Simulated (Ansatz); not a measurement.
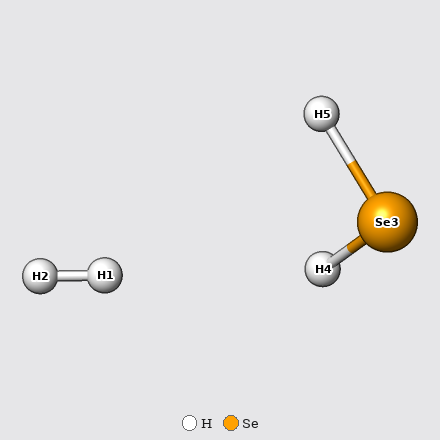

The system is the pair H₂···H₂Se; the picture shows the reference structure. The turn is about an axis along (0.31, −0.94, 0.11) in the frame of the relaxed pair, normal to the line between the partners. Coordinates scanned: (1) distance Se3···H1; (2) turn of H1, H2 about its own atom H1. Grid: 13 × 12 points. Points are written as (first, second). Energies are in kJ/mol, from the lowest grid point. Theory: Ansatz, RKS r2SCAN0-D4/def2-TZVPD.

Its coordinates:

```yaml
atoms:
  - { symbol: H, position_ang: [-0.1618, 0.1665, -1.7706] }
  - { symbol: H, position_ang: [-0.1017, -0.1468, -2.4401] }
  - { symbol: Se, position_ang: [-0.0938, 0.5993, 1.6535] }
  - { symbol: H, position_ang: [-0.8123, -0.6308, 1.3375] }
  - { symbol: H, position_ang: [1.1696, 0.0119, 1.2196] }
```

Range: distance Se3···H1 from 2.900 to 4.900 Å; turn of H1, H2 about its own atom H1 from −180 to 150°.

What landscape does the calculation give?

Answer. The lowest grid point is at (3.487 Å, 0°). A higher local minimum lies near (4.237 Å, −180°) (0.6 kJ/mol above the lowest at that grid point). The highest grid point, (2.900 Å, −180°), lies 41.0 kJ/mol above the lowest. On the interpolated surface the easiest way out of the lowest well to the well at about (4.31 Å, −180°) passes a barrier of about 1.3 kJ/mol. Round the minimum the two coordinates are nearly uncoupled. At the highest point the unbonded atoms H2···Se3 come to 2.21 Å, against 4.20 Å at the lowest; the sum of their van der Waals radii is about 3.0 Å.

| second ↓, first → | 2.900 | 2.961 | 3.063 | 3.187 | 3.329 | 3.487 | 3.658 | 3.840 | 4.033 | 4.237 | 4.449 | 4.670 | 4.900 |
| --- | --- | --- | --- | --- | --- | --- | --- | --- | --- | --- | --- | --- | --- |
| 150 | 35.8 | 29.7 | 21.6 | 14.5 | 9.1 | 5.4 | 3.1 | 1.8 | 1.2 | 1.0 | 0.9 | 1.0 | 1.1 |
| 120 | 24.4 | 20.4 | 15.0 | 10.4 | 6.8 | 4.4 | 2.8 | 2.0 | 1.5 | 1.3 | 1.3 | 1.3 | 1.3 |
| 90 | 13.8 | 11.5 | 8.5 | 5.9 | 4.0 | 2.7 | 1.9 | 1.5 | 1.4 | 1.3 | 1.3 | 1.3 | 1.4 |
| 60 | 6.9 | 5.6 | 4.0 | 2.7 | 1.8 | 1.2 | 1.0 | 0.9 | 0.9 | 1.0 | 1.1 | 1.2 | 1.3 |
| 30 | 3.3 | 2.5 | 1.6 | 0.9 | 0.5 | 0.3 | 0.3 | 0.4 | 0.6 | 0.8 | 0.9 | 1.1 | 1.2 |
| 0 | 2.2 | 1.6 | 0.8 | 0.3 | 0.1 | 0.0 | 0.1 | 0.3 | 0.5 | 0.7 | 0.9 | 1.0 | 1.1 |
| −30 | 3.3 | 2.5 | 1.6 | 0.9 | 0.5 | 0.3 | 0.3 | 0.4 | 0.6 | 0.8 | 0.9 | 1.1 | 1.2 |
| −60 | 6.9 | 5.6 | 4.0 | 2.7 | 1.8 | 1.2 | 1.0 | 0.9 | 0.9 | 1.0 | 1.1 | 1.2 | 1.3 |
| −90 | 13.8 | 11.5 | 8.5 | 5.9 | 4.0 | 2.7 | 1.9 | 1.5 | 1.4 | 1.3 | 1.3 | 1.3 | 1.4 |
| −120 | 24.5 | 20.4 | 15.0 | 10.4 | 6.8 | 4.4 | 2.9 | 2.0 | 1.5 | 1.3 | 1.3 | 1.3 | 1.3 |
| −150 | 35.8 | 29.7 | 21.6 | 14.5 | 9.1 | 5.4 | 3.1 | 1.8 | 1.2 | 1.0 | 0.9 | 1.0 | 1.1 |
| −180 | 41.0 | 33.8 | 24.4 | 16.1 | 9.9 | 5.6 | 3.0 | 1.5 | 0.9 | 0.6 | 0.7 | 0.8 | 0.9 |

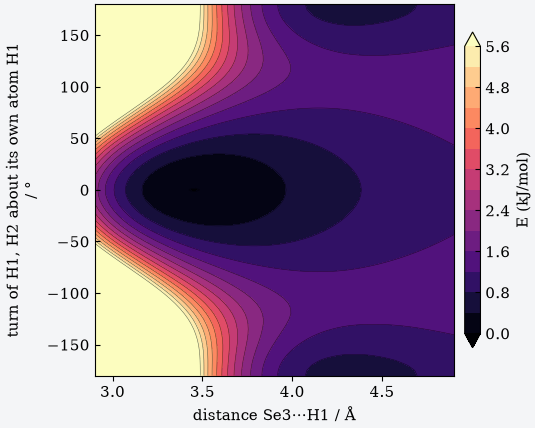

The picture shows filled contours, one colour for all values above the top of the scale. Between grid points the surface is interpolated.

Time for the 156 points that were run: 9.1 min on 1 thread of Arm Neoverse V2, with other jobs on the host.
